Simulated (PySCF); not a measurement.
```xyz
15

Si   -2.0645   -0.3626   -0.9008
C    -0.4559   -0.3506    0.1192
Si   -0.3534    1.1114    1.3447
Si    1.0807   -0.4316   -1.0144
P     2.9947   -0.3245    0.1460
H    -3.2280   -0.3361   -0.0114
H    -2.0988    0.8029   -1.7832
H    -2.1090   -1.5832   -1.7096
H    -0.4622   -1.2588    0.7312
H    -1.4868    1.0356    2.2711
H    -0.4073    2.3720    0.6044
H     0.8972    1.0189    2.1021
H     1.0887    0.7540   -1.9000
H     3.7763   -0.9119   -0.8303
H     2.8238   -1.5276    0.8089
```

Geometry: GFN2-xTB.

Theory: UKS B3LYP, pcH-1 on C H P Si, non-relativistic, mean-field spin-orbit, GIAO (PySCF).

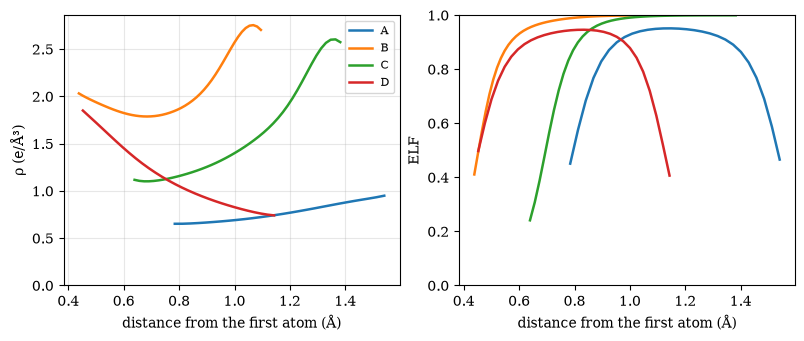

CH$_{10}$PSi$_{3}$ (SMILES [SiH3]C([SiH3])[SiH]P) (doublet). Total electron density and ELF along straight lines between neighbouring atoms. The curves leave out the atomic cores.

Q: Which curve belongs to which contact (C–H, C–Si, P–H and Si–P)? The first atom named is at distance zero.

A: Curve A: Si–P (2.24 Å): ρ at the midpoint is about 0.73 e/Å³; the ELF peaks at about 0.95 between the atoms (a covalent bond). Curve B: C–H (1.10 Å): ρ is about 1.9 e/Å³ halfway; the ELF climbs to about 1 towards the hydrogen, as it does in any bond to H (a covalent bond by its length). Curve C: P–H (1.38 Å): ρ at the midpoint is about 1.1 e/Å³; the ELF climbs to about 1 towards the hydrogen. Curve D: C–Si (1.90 Å): the density is about 0.87 e/Å³ at the midpoint; the ELF peaks at about 0.95 between the atoms: localised, covalent bonding.
